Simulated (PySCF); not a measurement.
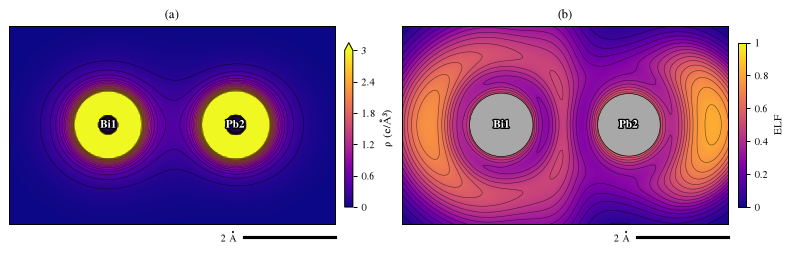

BiPb (doublet). (a) electron density; (b) electron localisation function on a plane that holds the molecular axis. Grey discs cover the atomic cores in the ELF map.

⟨S²⟩ = 0.82, above the pure value of 0.75; core potentials replace the inner electrons of Bi and Pb.

All numbers below come from PySCF 2.14.0, PBE0/cc-pVDZ(-PP), non-relativistic Hamiltonian with scalar-relativistic core potentials where named, at a bond length of 2.802 Å.

### Describe what can be read from this map.

The section cuts through Bi and Pb sites. Bi–Pb (2.80 Å): ρ is about 0.42 e/Å³ halfway; the ELF is about 0.45 at the midpoint.
